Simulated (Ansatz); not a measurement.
**r2SCAN0/cc-pVDZ run of C3H4AlF (SMILES C#[C][Al]([CH3])[F])**

What is the vertical ionisation energy of C3H4AlF at r2SCAN0/cc-pVDZ? 

Program for the calculation: Ansatz 0.2.0.

60 further runs of the same task are left out: 60 set aside as unsound or not needed.

## Step 1: The molecule

C3H4AlF: 9 atoms, total charge 0, spin state singlet. SMILES: `C#[C][Al]([CH3])[F]`. Geometry: relaxed at PBE0-D4/def2-TZVP.

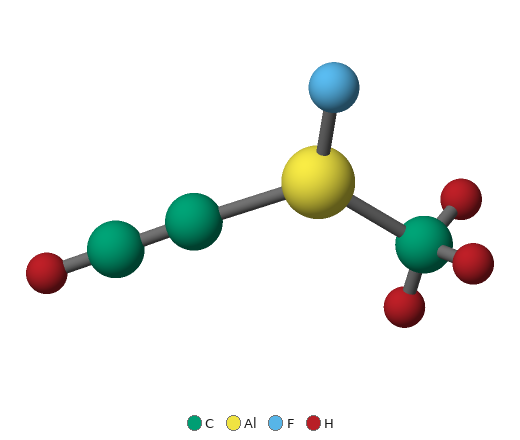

The structure, seen from a chosen angle (carbon teal, aluminium yellow, fluorine blue, hydrogen red).

## Step 2: The energy at r2SCAN0/cc-pVDZ

Contents of molecule.yaml:

```yaml
crystal:
  periodic: [false, false, false]
  atoms:
    - {symbol: C, position_ang: [0.214800, 2.769900, 0.344200]}
    - {symbol: C, position_ang: [0.305500, 1.631300, -0.055000]}
    - {symbol: Al, position_ang: [0.406600, -0.178300, -0.626600]}
    - {symbol: C, position_ang: [-0.438400, -1.662200, 0.274100]}
    - {symbol: F, position_ang: [1.286200, -0.460300, -1.993400]}
    - {symbol: H, position_ang: [0.139200, 3.776200, 0.690400]}
    - {symbol: H, position_ang: [-1.159600, -2.156900, -0.383600]}
    - {symbol: H, position_ang: [0.298900, -2.419800, 0.555700]}
    - {symbol: H, position_ang: [-0.964600, -1.346100, 1.177300]}
basis:
  gaussian: {orbitals: cc-pVDZ}
hamiltonian: {xc: {name: r2SCAN0}}
accuracy: high
output: {orbitals: {seedname: orbitals}}
```

Started as:

```bash
$ ansatz run molecule.yaml --threads 1 --pin off --max-ram 3480MiB --events-out events.jsonl --progress --plain --runs-dir runs
```

The program printed:

```text
Warning: RAYON_NUM_THREADS=1 ignored (pool sized by the plan → 1); use --threads N
Functional definition: r2SCAN0
  name "r2SCAN0"
  parameter a = 0.25
  parameter k0 = 0.174
  parameter k1 = 0.065
  parameter a1 = 4.9479
  exchange = (1 - a)*r2scan_x(k0 = k0, k1 = k1, a1 = a1) + a*exact_x
  correlation = r2scan_c
2085 factors; integrals over basis functions are off by at most 7.7e-9 eV
mean field evaluation 1: about -12478.0015 eV, gradient 5.9e1 eV
mean field evaluation 2: about -12477.5041 eV, gradient 6.3e1 eV
mean field evaluation 4: about -12485.9134 eV, gradient 1.7e0 eV
mean field evaluation 8: about -12486.1023 eV, gradient 3.1e-1 eV
mean field evaluation 16: about -12486.1025 eV, gradient 1.1e-5 eV
mean field -12486.10249536 eV, -458.8558033203 hartree, gradient 9.6e-9 eV, S^2 0.000000; 0 other end points of the search recorded, 0 dependent functions left out
reference -12486.10249618 eV, -458.8558033502 hartree; 22, 22 occupied and 72, 72 virtual orbitals, 2085 factors
Total energy: -12486.10249618 eV, -458.8558033502 hartree
```

Run time: 7.8 s. Hardware: 1 thread of AMD EPYC 9R45 (Zen 5), shared host; peak memory 0.39 GiB.

## Step 3: The doublet cation at the same level

Contents of input.yaml:

```yaml
basis:
  gaussian:
    orbitals: cc-pVDZ
crystal:
  periodic: [false, false, false]
  atoms:
    - symbol: C
      position_ang: [0.214800, 2.769900, 0.344200]
    - symbol: C
      position_ang: [0.305500, 1.631300, -0.055000]
    - symbol: Al
      position_ang: [0.406600, -0.178300, -0.626600]
    - symbol: C
      position_ang: [-0.438400, -1.662200, 0.274100]
    - symbol: F
      position_ang: [1.286200, -0.460300, -1.993400]
    - symbol: H
      position_ang: [0.139200, 3.776200, 0.690400]
    - symbol: H
      position_ang: [-1.159600, -2.156900, -0.383600]
    - symbol: H
      position_ang: [0.298900, -2.419800, 0.555700]
    - symbol: H
      position_ang: [-0.964600, -1.346100, 1.177300]
hamiltonian:
  xc: {name: r2SCAN0}
accuracy: high
magnetization:
  spin_polarized: true
  initial_magnetization: 1
output: {orbitals: {seedname: orbitals}}
total_charge: 1
```

Started as:

```bash
$ ansatz run input.yaml --threads 1 --pin off --max-ram 3480MiB --events-out events.jsonl --progress --plain --runs-dir runs
```

The program printed (excerpt; [...] marks lines left out):

```text
Warning: RAYON_NUM_THREADS=1 ignored (pool sized by the plan → 1); use --threads N
[... 8 set-up lines as earlier in the session ...]
2084 factors; integrals over basis functions are off by at most 7.7e-9 eV
mean field evaluation 1: about -12463.6254 eV, gradient 5.4e1 eV
mean field evaluation 2: about -12432.8092 eV, gradient 1.0e2 eV
mean field evaluation 4: about -12475.3358 eV, gradient 3.0e0 eV
mean field evaluation 8: about -12475.6128 eV, gradient 8.4e-1 eV
mean field evaluation 16: about -12475.6301 eV, gradient 1.7e-2 eV
mean field evaluation 32: about -12475.6301 eV, gradient 9.6e-5 eV
mean field evaluation 64: about -12474.7663 eV, gradient 5.5e0 eV
mean field -12475.63011305 eV, -458.4709503688 hartree, gradient 8.4e-8 eV, S^2 0.763173; 4 other end points of the search recorded, 0 dependent functions left out
reference -12475.63011594 eV, -458.4709504751 hartree; 22, 21 occupied and 72, 73 virtual orbitals, 2084 factors
Total energy: -12475.63011594 eV, -458.4709504751 hartree
```

It took 29 s on 1 thread of AMD EPYC 9R45 (Zen 5), shared host; peak memory 0.63 GiB.

## Step 4: Summary of results

At r2SCAN0/cc-pVDZ:

```
                                          quantity          value
                     singlet C3H4AlF: total energy  -458.85580 Eh
                      singlet C3H4AlF: HOMO energy       -8.39 eV
                      singlet C3H4AlF: LUMO energy       -0.97 eV
                    singlet C3H4AlF: HOMO–LUMO gap        7.41 eV
                      doublet cation: total energy  -458.47095 Eh
doublet cation: HOMO energy (highest over α and β)      -14.17 eV
 doublet cation: LUMO energy (lowest over α and β)      -12.44 eV
                              doublet cation: ⟨S²⟩          0.763
vertical ionisation energy (to the doublet cation)      10.472 eV
```

What this shows: The vertical ionisation energy comes to 10.47 eV (1010 kJ/mol). The negative HOMO energy of the first species, 8.39 eV, lies 2.09 eV below that difference.
